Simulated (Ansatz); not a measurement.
# Mending a single-point calculation on H2

System: H2.
Method of run A: RHF-CCSD(T), frozen core/def2-QZVPPD (Ansatz 0.2.0).

The input adds 8 ghost centres (basis functions without nuclei or electrons, not drawn) at the places of a partner molecule, so the energy is that in the basis of the pair. The geometry comes from this level: PBE0-D4/def2-TZVP. Text and figures count atoms from 1; the logs count them from 0 in places.

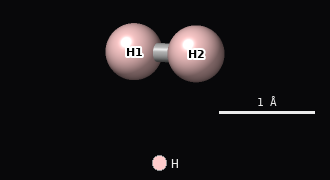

Fig. 1: The structure (ball-and-stick view, seen at a tilt; atoms are numbered from 1 in the order of the input).

**Input, run A**
```yaml
crystal:
  periodic: [false, false, false]
  atoms:
    - {symbol: H, position_ang: [0.269012, -0.813597, -3.066138]}
    - {symbol: H, position_ang: [0.012914, -0.241995, -2.660006]}
basis:
  gaussian:
    orbitals: "def2-QZVPPD.json"
    ghost_atoms:
      - {symbol: C, position_ang: [0.032113, -0.852754, 0.746446]}
      - {symbol: Si, position_ang: [-0.094886, 1.012142, 0.689185]}
      - {symbol: H, position_ang: [-0.937982, -1.313874, 0.548349]}
      - {symbol: H, position_ang: [0.373124, -1.187284, 1.728570]}
      - {symbol: H, position_ang: [0.739389, -1.216677, -0.001709]}
      - {symbol: H, position_ang: [-0.567210, 1.467427, -0.647051]}
      - {symbol: H, position_ang: [1.228780, 1.639545, 0.950525]}
      - {symbol: H, position_ang: [-1.055556, 1.506967, 1.712030]}
correlation: {method: ccsd_t}
```

Hardware: 2 CPU threads, shared host.

**Output (run A)**
```
Functional definition: HF
  exchange = exact_x
  correlation = 0
Error: with its integrals the run needs 7.12 GiB of memory, and 5.09 GiB are given
refused for memory
```

Diagnose this run and give a change of the input that cures it.

Answer. The program refused the input: “with its integrals the run needs 7.12 GiB of memory, and 5.09 GiB are given refused for memory”

A run of the same system that converges differs from this input as follows (lines with − go, lines with + come):
```diff
-    orbitals: "def2-QZVPPD.json"
+    orbitals: "def2-TZVPPD.json"
```

**Output (run B)**
```
Functional definition: HF
  exchange = exact_x
  correlation = 0
1195 factors; integrals over basis functions are off by at most 1.2e-3 eV
mean field evaluation 1: about -30.7498 eV, gradient 3.6e0 eV
mean field evaluation 2: about -30.7496 eV, gradient 3.6e0 eV
mean field evaluation 4: about -30.8296 eV, gradient 6.5e-2 eV
mean field evaluation 8: about -30.8296 eV, gradient 1.9e-7 eV
mean field -30.82956560 eV, -1.1329656387 hartree, gradient 1.9e-7 eV, S^2 0.000000; 0 other end points of the search recorded, 0 dependent functions left out
reference -30.82956560 eV, -1.1329656387 hartree; 1, 1 occupied and 220, 220 virtual orbitals, 1195 factors
second order -0.86523216 eV of doubles, -0.00000000 eV of singles
cycle   1  -1.00979036 eV  change   -1.4e-1 eV  update   2.6e-2
cycle   2  -1.07485344 eV  change   -6.5e-2 eV  update   9.1e-3
cycle   3  -1.07590880 eV  change   -1.1e-3 eV  update   1.2e-3
cycle   4  -1.07591515 eV  change   -6.3e-6 eV  update   1.7e-4
cycle   5  -1.07587568 eV  change    3.9e-5 eV  update   4.2e-5
cycle   6  -1.07586604 eV  change    9.6e-6 eV  update   9.2e-6
cycle   7  -1.07586714 eV  change   -1.1e-6 eV  update   2.5e-6
cycle   8  -1.07586792 eV  change   -7.8e-7 eV  update   5.7e-7
perturbative correction -0.00000000 eV, -0.0000000000 hartree
Total energy: -31.90543352 eV, -1.1725030557 hartree
```

**The two runs side by side**

| quantity | run A | run B |
| --- | --- | --- |
| outcome | refused | converged |
| total energy (hartree) | – | −1.172503 |
| basis functions | – | 221 |
